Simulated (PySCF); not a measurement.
**How the numerical set-up moves the result for SiN**

The method stays; parts of the set-up, such as the basis or the Hamiltonian, are changed.

Method: method and basis as typed in the scripts; program: PySCF 2.14.0.

3 further runs of the same task are left out: 3 that didn't finish.

## (1) The system as given

SiN: 2 atoms, charge 0, spin multiplicity 2.

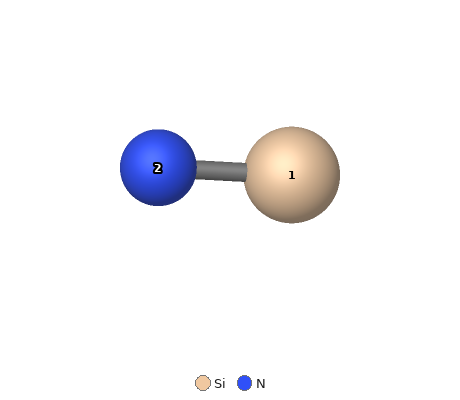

As it starts; silicon light orange, nitrogen blue; atoms are numbered from 1 in the order of the file.

## (2) Base script

input.py reads:

```python
from pyscf import gto, scf

mol = gto.M(
    atom='Si 0 0 0; N 0 0 1.434',
    basis='cc-pvdz',
    charge=0,
    spin=1,
    verbose=3,
)
mf = scf.ROHF(mol)
mf.kernel()
mf.analyze()
print('orbital energies (hartree):', mf.mo_energy[..., max(0, mol.nelec[1]-3):mol.nelec[0]+3].round(4))
```

Command:

```sh
$ OMP_NUM_THREADS=1 python input.py
```

Its log is not repeated here.

In short: E(SCF) = -343.236082 Eh, μ = 1.64 D.

The bond length is a typed value, not an optimised one.

## (3) 3-21g

Variant 1 changes basis set: cc-pvdz → 3-21g.

input.py reads:

```python
from pyscf import gto, scf

mol = gto.M(
    atom='Si 0 0 0; N 0 0 1.434',
    basis='3-21g',
    charge=0,
    spin=1,
    verbose=3,
)
mf = scf.ROHF(mol)
mf.kernel()
mf.analyze()
print('orbital energies (hartree):', mf.mo_energy[..., max(0, mol.nelec[1]-3):mol.nelec[0]+3].round(4))
```

Command:

```sh
$ OMP_NUM_THREADS=1 python input.py
```

## (4) 6-311g**

Variant 2 changes basis set: cc-pvdz → 6-311g**.

input.py: that of step 2 with these lines changed.

```diff
@@ -4,3 +4,3 @@
     atom='Si 0 0 0; N 0 0 1.434',
-    basis='cc-pvdz',
+    basis='6-311g**',
     charge=0,
```

## (5) Pcseg-1

Variant 3 changes basis set: cc-pvdz → pcseg-1.

input.py: that of step 2 with these lines changed.

```diff
@@ -4,3 +4,3 @@
     atom='Si 0 0 0; N 0 0 1.434',
-    basis='cc-pvdz',
+    basis='pcseg-1',
     charge=0,
```

## (6) Crenbl (core potential on)

Variant 4 changes basis set: cc-pvdz → crenbl; core potential: off → on. The core potential changes with it: totals don't compare.

input.py reads:

```python
from pyscf import gto, scf

mol = gto.M(
    atom='Si 0 0 0; N 0 0 1.434',
    basis='crenbl',
    ecp={'Si': 'crenbl', 'N': 'crenbl'},
    charge=0,
    spin=1,
    verbose=3,
)
mf = scf.ROHF(mol)
mf.kernel()
mf.mulliken_pop()
mf.dip_moment()
print('orbital energies (hartree):', mf.mo_energy[..., max(0, mol.nelec[1]-3):mol.nelec[0]+3].round(4))
```

Q: Predict the outcome of this session. Wanted: for each run, E(SCF); from base; SCF dipole.

The runs gave:

```csv
run,E(SCF) (hartree),from base (eV),SCF dipole (D),functions
base,-343.236082,0,1.64,32
3-21g,-341.398167,+50.0122,1.33,22
6-311g**,-343.256195,-0.5473,1.76,44
pcseg-1,-343.198772,+1.0153,1.76,32
crenbl (core potential on),-13.249357,not comparable,1.92,32
```

What this shows: Of the runs whose energies can be compared, “3-21g” moves the SCF energy most (+50.012 eV). 3-21g (22 functions) gives an energy 50.01 eV higher than cc-pvdz (32). 6-311g** (44 functions) gives an energy 0.55 eV lower than cc-pvdz (32). pcseg-1 (32 functions) gives an energy 1.02 eV higher than cc-pvdz (32).
